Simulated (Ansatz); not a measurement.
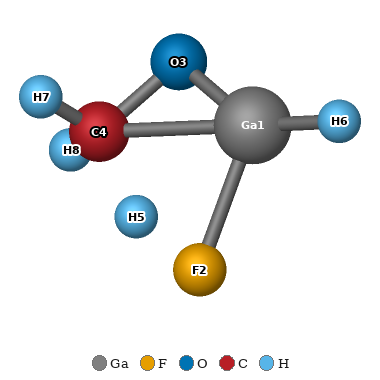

The system is the reacting system CH4FGaO; the picture shows the reference structure. The first coordinate is: distance Ga1–C4 (bond that forms); the second: distance C4–H5 (bond that breaks). Relaxed at each point: all other coordinates. The scan uses an 8 × 8 grid. Points are written as (first, second). Energies: kJ/mol, counted from the lowest grid point. Energies and slopes of some neighbouring points disagree (a jump in structure or state, or too coarse a mesh). The reference is spin-restricted, so regions where a bond is pulled apart into radicals lie too high. These are results of Ansatz 0.2.0, RKS PBE0-D4/def2-SVP, not measurements.

Its coordinates:

```xyz
8

Ga   -0.5514   -0.7008    0.9909
F    -0.9792   -1.1550   -1.0391
O     0.8762    0.2891    0.9813
C     0.6327    0.7133   -0.4052
H    -0.2537   -0.1738   -0.9994
H    -1.6316   -1.3808    1.8384
H     0.3253    1.7729   -0.4054
H     1.5816    0.6351   -0.9616
```

Range: distance Ga1–C4 (bond that forms) from 1.782 to 3.582 Å; distance C4–H5 (bond that breaks) from 0.963 to 2.763 Å.

Q: Predict the map.

A: The lowest grid point is at (2.964 Å, 1.121 Å). The highest grid point, (3.582 Å, 1.857 Å), lies 414 kJ/mol above the lowest.

| second ↓, first → | 1.782 | 1.940 | 2.158 | 2.406 | 2.676 | 2.964 | 3.267 | 3.582 |
| --- | --- | --- | --- | --- | --- | --- | --- | --- |
| 2.763 | 383 | 271 | 164 | 135 | 106 | 101 | 117 | 138 |
| 2.448 | 365 | 266 | 193 | 152 | 119 | 115 | 134 | 154 |
| 2.145 | 345 | 249 | 183 | 156 | 149 | 148 | 167 | 182 |
| 1.857 | 326 | 233 | 175 | 163 | 250 | 253 | 301 | 414 |
| 1.587 | 297 | 206 | 151 | 148 | 152 | 154 | 199 | 313 |
| 1.339 | 253 | 161 | 102 | 81 | 54 | 55 | 98 | 209 |
| 1.121 | 229 | 138 | 74 | 39 | 2 | 0 | 41 | 149 |
| 0.963 | 272 | 180 | 116 | 80 | 44 | 41 | 81 | 187 |

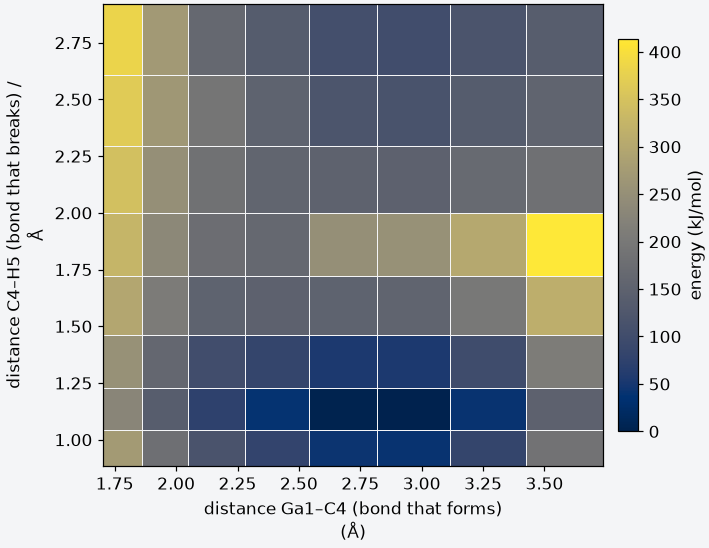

In the figure: one coloured cell a grid point.

Each point was launched as `ansatz run input.yaml --threads 1 --pin off --max-ram 2560MiB --backend cpu --events-out ev --progress --plain --runs-dir out`. Time for the 64 points that were run: 40 min on 1 thread of Arm Neoverse V1, with other jobs on the host.
